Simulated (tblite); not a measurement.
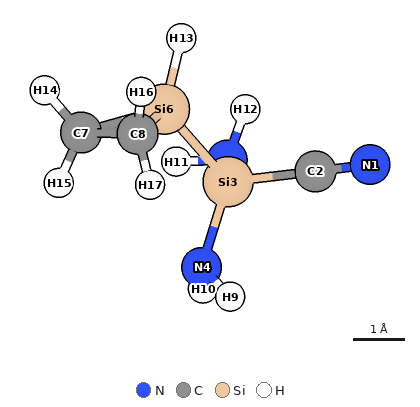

**Figure 1.** The starting structure (ball-and-stick view, seen at a tilt; atoms are numbered from 1 in the order of the input).

# C$_{3}$H$_{9}$N$_{3}$Si$_{2}$: geometry relaxation

C$_{3}$H$_{9}$N$_{3}$Si$_{2}$, SMILES N#C[Si](N)(N)[SiH]1CC1, computed with GFN2-xTB geometry optimisation, gas phase (tblite 0.8.0).

### The input
```
{"job": {"kind": "relax", "xc": "GFN2-xTB", "basis": "xTB"}, "charge": 0, "multiplicity": 1}
N     -1.471500     0.448100    -3.302900
C     -1.338900     0.367700    -2.164600
Si    -1.097700     0.234000    -0.360800
N     -1.733800    -1.297200     0.265000
N     -2.084200     1.547300     0.385400
Si     1.009100     0.611800     0.084100
C      1.950100    -0.407600     1.290200
C      2.173800    -0.812200    -0.154000
H     -1.831300    -2.046000    -0.461900
H     -2.669500    -1.094800     0.735800
H     -1.852000     1.506400     1.403300
H     -1.698100     2.436400    -0.043600
H      1.481400     1.940700    -0.281200
H      2.813700     0.094000     1.767700
H      1.459100    -1.191300     1.889500
H      3.112700    -0.520200    -0.647300
H      1.770000    -1.805100    -0.414600
```

The first line tells a small driver script what to run in tblite; the rest is the geometry in Å.

Run on 1 CPU thread, shared host.

Launch command:
```bash
OMP_NUM_THREADS=1 python <driver script> task.json out
```

### Log
```
step      E/eV     max force
  0    -628.95686    2.940
  1    -629.26183    3.120
  2    -629.12691    6.223
  3    -629.40841    0.824
  4    -629.44109    0.569
  5    -629.50538    1.313
  6    -629.55092    0.885
  7    -629.58207    0.447
  8    -629.60657    0.400
  9    -629.62523    0.482
 10    -629.63832    0.344
 11    -629.64895    0.289
 12    -629.65868    0.434
 13    -629.66755    0.373
 14    -629.67602    0.231
 15    -629.68472    0.244
 16    -629.69272    0.289
 17    -629.69842    0.256
 18    -629.70316    0.225
 19    -629.70942    0.231
 20    -629.71693    0.320
 21    -629.72401    0.309
 22    -629.72915    0.165
 23    -629.73263    0.169
 24    -629.73578    0.166
 25    -629.73995    0.246
 26    -629.74460    0.224
 27    -629.74837    0.167
 28    -629.75098    0.142
 29    -629.75296    0.153
 30    -629.75487    0.170
 31    -629.75663    0.120
 32    -629.75795    0.105
 33    -629.75905    0.117
 34    -629.76046    0.169
 35    -629.76261    0.173
 36    -629.76523    0.142
 37    -629.76739    0.114
 38    -629.76881    0.099
 39    -629.76986    0.107
 40    -629.77126    0.118
 41    -629.77319    0.151
 42    -629.77533    0.139
 43    -629.77712    0.124
 44    -629.77880    0.101
 45    -629.78019    0.106
 46    -629.78193    0.166
 47    -629.78358    0.177
 48    -629.78546    0.166
 49    -629.78668    0.079
 50    -629.78779    0.077
 51    -629.78890    0.142
 52    -629.79006    0.161
 53    -629.79049    0.143
 54    -629.79083    0.081
 55    -629.79120    0.051
 56    -629.79135    0.033
 57    -629.79168    0.062
 58    -629.79199    0.066
 59    -629.79219    0.049
 60    -629.79241    0.049
 61    -629.79264    0.042
 62    -629.79293    0.062
 63    -629.79323    0.081
 64    -629.79353    0.081
 65    -629.79381    0.066
 66    -629.79408    0.044
 67    -629.79435    0.045
 68    -629.79462    0.039
 69    -629.79486    0.043
 70    -629.79505    0.043
 71    -629.79520    0.027
 72    -629.79531    0.025
 73    -629.79539    0.017
 74    -629.79545    0.019
 75    -629.79551    0.017
 76    -629.79560    0.021
 77    -629.79573    0.044
 78    -629.79590    0.061
 79    -629.79608    0.061
 80    -629.79620    0.029
 81    -629.79626    0.018
 82    -629.79631    0.020
 83    -629.79637    0.030
 84    -629.79643    0.026
 85    -629.79648    0.016
 86    -629.79651    0.017
 87    -629.79655    0.019
 88    -629.79659    0.021
 89    -629.79663    0.016
 90    -629.79666    0.016
 91    -629.79669    0.025
 92    -629.79674    0.037
 93    -629.79680    0.037
 94    -629.79684    0.020
 95    -629.79686    0.009
```

### Trajectory as extended XYZ (Å, eV, eV/Å), 6 of the 96 frames kept, from step=0 to step=95
```
17
Properties=species:S:1:pos:R:3:forces:R:3 step=0 energy=-628.95686
N    -1.4715    0.4481   -3.3029    0.0940  -0.0540   0.2970
C    -1.3389    0.3677   -2.1646   -0.4230   0.2020  -1.4310
Si   -1.0977    0.2340   -0.3608   -2.5180  -0.4970   1.4330
N    -1.7338   -1.2972    0.2650   -1.3410   0.5640  -0.4990
N    -2.0842    1.5473    0.3854    1.7710   0.0090  -0.3470
Si    1.0091    0.6118    0.0841    0.4390   0.9610  -0.4020
C     1.9501   -0.4076    1.2902    1.1140  -0.4400   1.2240
C     2.1738   -0.8122   -0.1540    0.4950  -0.5430  -0.8890
H    -1.8313   -2.0460   -0.4619   -0.0720   0.9340   1.1580
H    -2.6695   -1.0948    0.7358    1.5200  -0.7710  -0.9110
H    -1.8520    1.5064    1.4033   -0.4830   0.5560  -1.1280
H    -1.6981    2.4364   -0.0436   -0.8910  -1.0780   1.1080
H     1.4814    1.9407   -0.2812    0.2570   0.1570   0.0940
H     2.8137    0.0940    1.7677   -0.6250  -0.6480  -0.0560
H     1.4591   -1.1913    1.8895    0.4320   0.6860  -0.1280
H     3.1127   -0.5202   -0.6473   -0.3340  -0.6940   0.5060
H     1.7700   -1.8051   -0.4146    0.5660   0.6560  -0.0310
17
Properties=species:S:1:pos:R:3:forces:R:3 step=19 energy=-629.70942
N    -1.5204    0.4624   -3.3440   -0.0400   0.0320  -0.0370
C    -1.4655    0.4478   -2.1997    0.0220   0.0240   0.0570
Si   -1.1743    0.2979   -0.3470   -0.1020   0.0340  -0.1660
N    -1.8724   -1.1755    0.1944    0.1020   0.0220   0.1140
N    -2.1217    1.5591    0.3649    0.0250   0.0010   0.0320
Si    1.0834    0.5727   -0.0382   -0.0980  -0.0400  -0.0580
C     2.0246   -0.4149    1.2551    0.1220  -0.1960  -0.0080
C     2.3074   -0.8531   -0.1874    0.0150  -0.0470   0.1460
H    -1.7468   -2.0336   -0.3122    0.0140   0.0090   0.0320
H    -2.7061   -1.1886    0.7556   -0.0150   0.0130  -0.0520
H    -2.1288    1.5919    1.3716   -0.0770  -0.0150   0.0410
H    -1.9885    2.4958    0.0191   -0.0380  -0.0180  -0.0600
H     1.6589    1.9010   -0.2003    0.1100   0.1740  -0.0910
H     2.8719    0.0237    1.7598   -0.0290   0.0160   0.0790
H     1.5150   -1.1356    1.8761    0.0110  -0.0470   0.0550
H     3.3264   -0.7087   -0.5182   -0.0920   0.0190  -0.0780
H     1.9300   -1.8303   -0.4596    0.0690   0.0200  -0.0090
17
Properties=species:S:1:pos:R:3:forces:R:3 step=38 energy=-629.76881
N    -1.6567    0.5919   -3.3322   -0.0130  -0.0080  -0.0320
C    -1.5141    0.5196   -2.1978    0.0470   0.0500   0.0560
Si   -1.1600    0.3632   -0.3539   -0.0360  -0.0680  -0.0620
N    -1.7760   -1.1031    0.3070    0.0370  -0.0180   0.0290
N    -2.2128    1.5604    0.3106    0.0680  -0.0020   0.0100
Si    1.1098    0.5317   -0.0198    0.0190  -0.0090  -0.0260
C     2.0580   -0.4790    1.2733   -0.0080  -0.0010  -0.0280
C     2.3393   -0.8966   -0.1708    0.0260  -0.0140   0.0040
H    -1.5235   -1.9836   -0.1064    0.0670  -0.0300   0.0220
H    -2.7357   -1.1271    0.6085   -0.0650  -0.0010  -0.0130
H    -2.3280    1.5637    1.3107   -0.0290   0.0450   0.0180
H    -2.1576    2.5052   -0.0318    0.0030  -0.0020   0.0070
H     1.7537    1.8188   -0.3188   -0.0080  -0.0150   0.0500
H     2.8931   -0.0530    1.8137   -0.0570  -0.0040  -0.0240
H     1.5331   -1.2130    1.8708    0.0070   0.0520   0.0000
H     3.3392   -0.6913   -0.5257    0.0020   0.0010  -0.0090
H     2.0314   -1.8956   -0.4473   -0.0590   0.0230  -0.0010
17
Properties=species:S:1:pos:R:3:forces:R:3 step=57 energy=-629.79168
N    -1.6978    0.6864   -3.3099    0.0000  -0.0150  -0.0370
C    -1.5215    0.5515   -2.1859    0.0190  -0.0020   0.0090
Si   -1.1536    0.3487   -0.3503   -0.0100   0.0090   0.0090
N    -1.7577   -1.1041    0.3452   -0.0340   0.0510   0.0110
N    -2.1905    1.5663    0.2958   -0.0040   0.0050   0.0100
Si    1.1126    0.5417   -0.0400   -0.0110   0.0000   0.0040
C     2.0323   -0.4851    1.2558   -0.0130   0.0180   0.0080
C     2.3127   -0.9112   -0.1843   -0.0060  -0.0010  -0.0060
H    -1.3041   -1.9821    0.1657    0.0380  -0.0270  -0.0150
H    -2.7555   -1.2294    0.4132    0.0140  -0.0130  -0.0020
H    -2.3569    1.5929    1.2879    0.0170   0.0010   0.0070
H    -2.1311    2.5007   -0.0723   -0.0200   0.0010   0.0050
H     1.7580    1.8355   -0.2865    0.0090  -0.0050   0.0030
H     2.8687   -0.0625    1.7926    0.0120  -0.0040   0.0050
H     1.4958   -1.2001    1.8634   -0.0010  -0.0090   0.0030
H     3.3201   -0.7430   -0.5353    0.0070   0.0020  -0.0070
H     1.9615   -1.8942   -0.4649   -0.0160  -0.0110  -0.0070
17
Properties=species:S:1:pos:R:3:forces:R:3 step=76 energy=-629.79560
N    -1.6690    0.6440   -3.3219   -0.0030   0.0010   0.0170
C    -1.5153    0.5553   -2.1896    0.0110  -0.0030  -0.0010
Si   -1.1587    0.3762   -0.3487   -0.0010   0.0010   0.0050
N    -1.7346   -1.0910    0.3395    0.0180  -0.0040   0.0030
N    -2.2021    1.5784    0.3144    0.0010  -0.0050  -0.0050
Si    1.1069    0.5551   -0.0316   -0.0140   0.0070   0.0130
C     2.0198   -0.4913    1.2542   -0.0090   0.0110   0.0060
C     2.2809   -0.9161   -0.1905    0.0080  -0.0040   0.0060
H    -1.2182   -1.9446    0.2131    0.0000   0.0110  -0.0090
H    -2.7245   -1.2753    0.3519   -0.0180  -0.0050   0.0050
H    -2.3211    1.6156    1.3133   -0.0020   0.0070  -0.0100
H    -2.1944    2.5077   -0.0714   -0.0060  -0.0090   0.0010
H     1.7754    1.8366   -0.2730    0.0110   0.0160  -0.0030
H     2.8670   -0.0824    1.7852    0.0120  -0.0010  -0.0070
H     1.4825   -1.2022    1.8662   -0.0160  -0.0030  -0.0070
H     3.2875   -0.7618   -0.5496    0.0170  -0.0110  -0.0070
H     1.9109   -1.8923   -0.4714   -0.0090  -0.0060  -0.0080
17
Properties=species:S:1:pos:R:3:forces:R:3 step=95 energy=-629.79686
N    -1.6610    0.6332   -3.3110    0.0000   0.0020  -0.0020
C    -1.5012    0.5521   -2.1792    0.0010   0.0020   0.0010
Si   -1.1480    0.3844   -0.3370   -0.0010   0.0030   0.0000
N    -1.7093   -1.0918    0.3451    0.0020   0.0010   0.0010
N    -2.2138    1.5733    0.3140    0.0030   0.0020  -0.0010
Si    1.1176    0.5791   -0.0211   -0.0040  -0.0010  -0.0010
C     2.0146   -0.4937    1.2534    0.0000  -0.0010  -0.0030
C     2.2629   -0.9143   -0.1947    0.0020   0.0000  -0.0040
H    -1.1905   -1.9409    0.1990    0.0010   0.0060   0.0010
H    -2.6988   -1.2813    0.3625    0.0020  -0.0020   0.0060
H    -2.3248    1.6336    1.3126    0.0010  -0.0070  -0.0040
H    -2.2354    2.4925   -0.0943   -0.0020   0.0000  -0.0040
H     1.8053    1.8506   -0.2643   -0.0070   0.0030   0.0050
H     2.8737   -0.1072    1.7823   -0.0020  -0.0050   0.0030
H     1.4616   -1.1963    1.8611    0.0000   0.0020   0.0010
H     3.2728   -0.7829   -0.5544    0.0030  -0.0040  -0.0030
H     1.8676   -1.8784   -0.4840    0.0020  -0.0030   0.0040
```

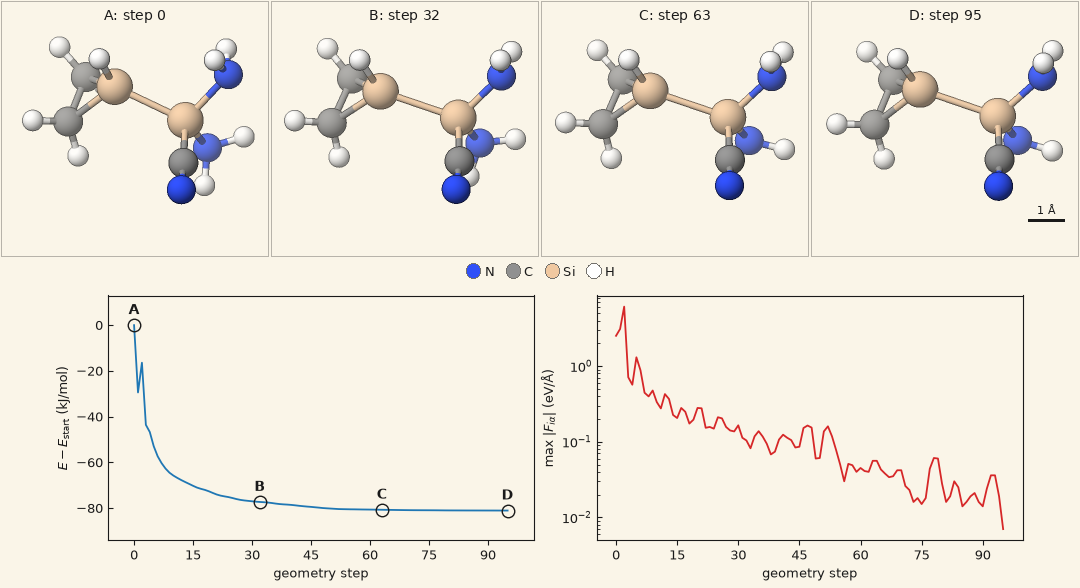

**Figure 2.** Frames of the relaxation (ball-and-stick view, seen at a tilt) above the curves, on which the letters mark them (steps are counted from 0).

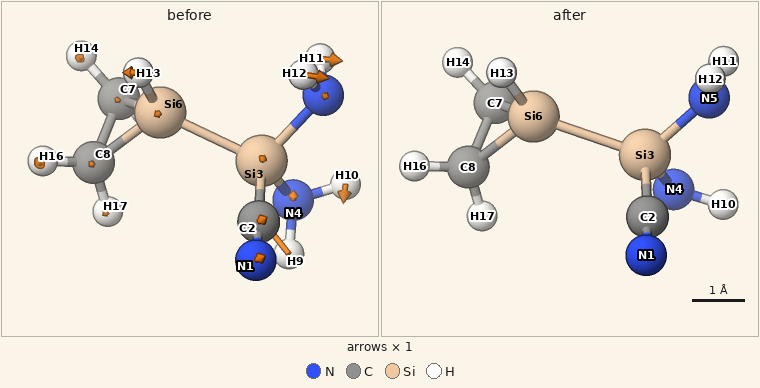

**Figure 3.** Before (left) and after (right) the relaxation, at one scale (ball-and-stick view, seen at a tilt). The orange arrows give the displacements, at true length. Over 95 geometry steps the energy falls by 81.0 kJ/mol. The largest force component goes from 2.5 to 0.007 eV/Å. The atom that moves furthest after the best rigid fit is H9 (0.92 Å). Largest moves by element: H 0.92 Å, N 0.27 Å, C 0.25 Å, Si 0.16 Å. Among the contacts that change: Si3–Si6 2.186 → 2.296 Å, Si3–N5 1.804 → 1.724 Å, N4–H10 1.067 → 1.008 Å, C2–Si3 1.825 → 1.883 Å. Among the angles that change: Si3–N5–H12 104.1° → 119.3°, Si3–N5–H11 104.7° → 118.9°, N5–Si3–Si6 108.5° → 120.0°. (Atoms are counted from 1 in the order of the input.)

### Key numbers

| quantity | value |
| --- | --- |
| outcome | converged |
| total energy | −629.7969 eV |
| wall time | 2.5 s |
| peak memory | 0.18 GiB |
